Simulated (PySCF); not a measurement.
Ge(NH2)2 (GeH$_{4}$N$_{2}$).

Level of theory: BLYP/def2-TZVP (PySCF), at a geometry from GFN2-xTB. No frequency check shows the geometry to be a minimum. A basis without diffuse functions makes polarisabilities too small. GFN2-xTB bond lengths at metals and heavier atoms can be off by up to 0.1 Å and shapes distorted, which carries into these values.

Geometry (Å), atoms numbered from 1:

```
Ge1     -0.0001   -0.4694    0.0000
N2      -1.3472    0.7511    0.0000
H3      -2.3219    0.4984    0.0000
H4      -1.2565    1.7555    0.0000
N5       1.3474    0.7510    0.0000
H6       2.3221    0.4981    0.0000
H7       1.2568    1.7553    0.0000
```

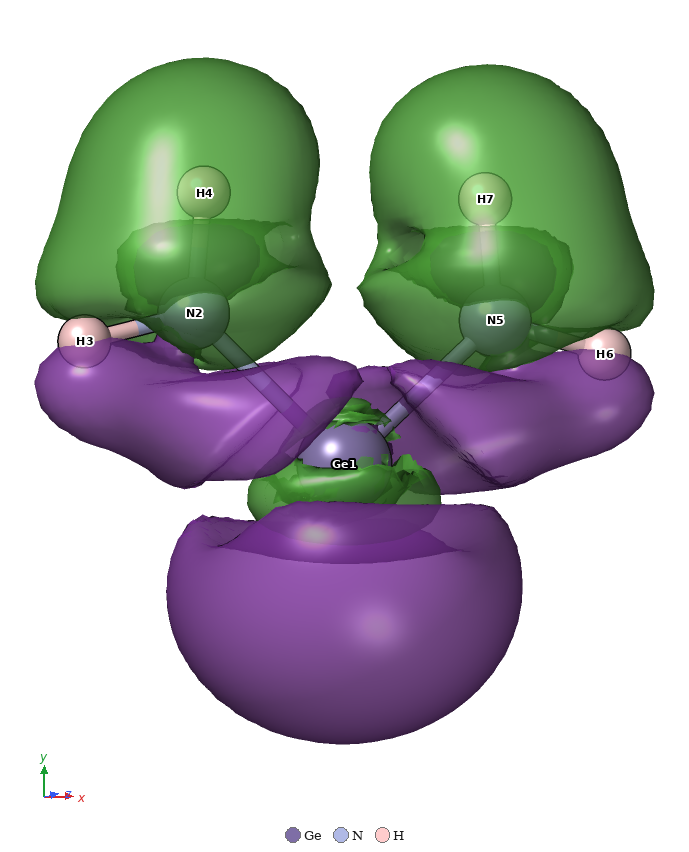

Change of the electron density in a uniform field of 0.26 V/Å, surfaces at ±0.001 e/Å³ (purple: gain, green: loss).

The field was applied in both directions; the picture shows the one opposite to the script's first.

Along which Cartesian direction does the field point?

Along +y: electrons gather on the −y side, against the field.

How large is the response?

The induced dipole is 0.65 D (along the field); α along this axis, from the fields in both directions, is 51 bohr³ (7.6 Å³).
